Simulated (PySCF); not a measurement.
## Electronic structure of C$_{2}$H$_{9}$OSi$_{2}$ (SMILES CO[CH][SiH2][SiH3]) (doublet) in real space

```xyz
14

C     2.3240    1.2512    0.0814
O     1.1147    0.6418    0.4514
C     0.8671   -0.5902   -0.0727
Si   -0.7969   -1.3333    0.1974
Si   -2.5125   -0.0031   -0.6244
H     2.3738    1.4022   -1.0029
H     2.3597    2.2162    0.5847
H     3.1827    0.6459    0.3923
H     1.6149   -0.9771   -0.7530
H    -0.7217   -2.6541   -0.4424
H    -1.0063   -1.5658    1.6382
H    -2.5438    1.3263   -0.0080
H    -3.8388   -0.5874   -0.3975
H    -2.4177    0.2269   -2.0715
```

Geometry: GFN2-xTB.

Method: PySCF, UKS B3LYP, pcH-1 on C H O Si, non-relativistic, mean-field spin-orbit, GIAO.

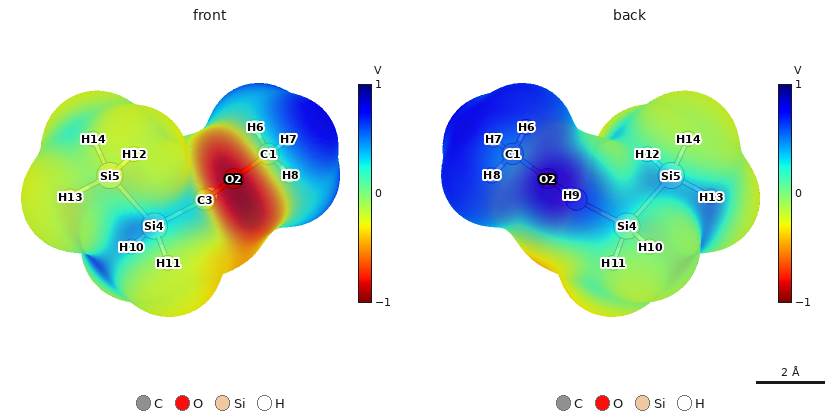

Figure 1. The electrostatic potential painted on the density surface at 0.001 e/bohr³, seen from the front and from behind; red is negative and blue positive.

Question: Where is the surface potential most negative and most positive?

Answer: The most negative region (about −0.9 V, or −21 kcal/mol for a unit charge) lies over O2, the most positive (about +0.8 V, or +18 kcal/mol for a unit charge) over the C and H atoms.

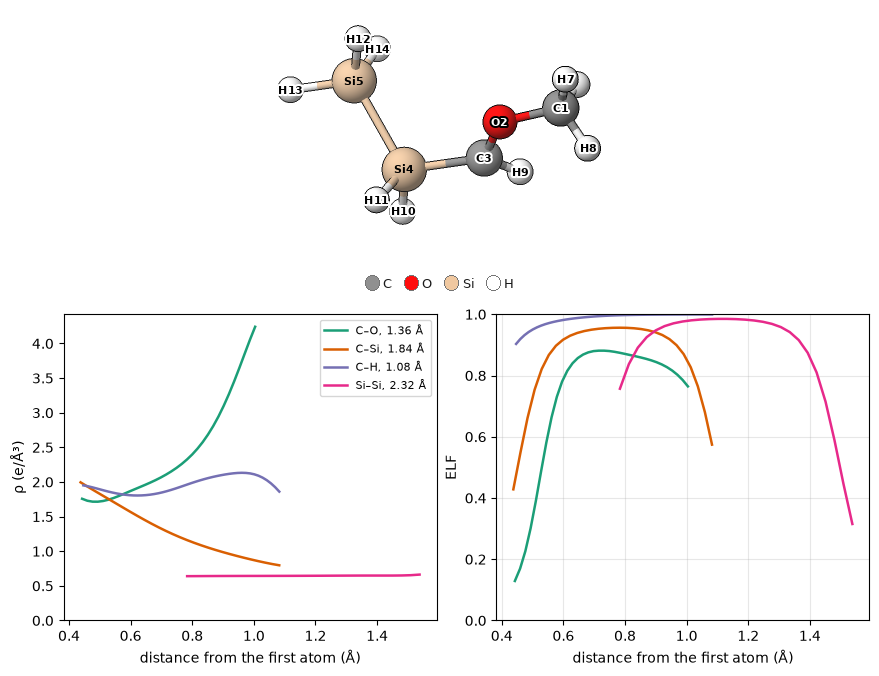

Figure 2. Electron density and electron localisation function along straight lines between neighbouring atoms. The curves leave out the atomic cores. The structure is drawn too.

Question: What can be read from the curves?

Answer: C–O (1.36 Å): the density is about 2 e/Å³ at the midpoint, with its minimum of 1.7 e/Å³ about 0.5 Å from C; the ELF peaks at about 0.90 between the atoms (a polar covalent bond).
C–Si (1.84 Å): ρ is about 0.96 e/Å³ halfway; the ELF peaks at about 0.95 between the atoms (a covalent bond).
C–H (1.08 Å): the density is about 1.8 e/Å³ at the midpoint; the ELF climbs to about 1 towards the hydrogen, as it does in any bond to H: a covalent bond by its length.
Si–Si (2.32 Å): ρ is about 0.65 e/Å³ halfway; the ELF peaks at about 1 between the atoms, as expected for a covalent bond.
